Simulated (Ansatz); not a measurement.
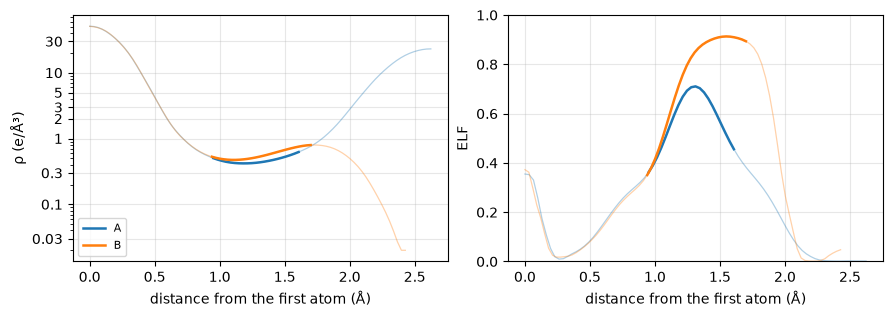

Ga$_{4}$Sb$_{3}$P. Valence charge density (pseudo) and ELF along straight lines between neighbouring atoms. Thin, pale parts lie inside the atomic spheres.

Space group P-43m; a generated structure, not necessarily the stable one.

The calculation used DFT PBE, spin-orbit coupling, plane waves, PAW (Ansatz 0.2.0).

The density is the valence pseudo-density of a PAW calculation; it isn't the true density close to the nuclei.

**Which curve belongs to which contact (Ga–P and Ga–Sb)? The first atom named is at distance zero.**

Curve A: Ga–Sb (2.62 Å): the density is about 0.44 e/Å³ at the midpoint; the ELF peaks at about 0.70 between the atoms. Curve B: Ga–P (2.43 Å): ρ is about 0.49 e/Å³ halfway; the ELF peaks at about 0.90 in the valence shell of P, 0.9 Å from its nucleus, and is about 0.75 at the midpoint.
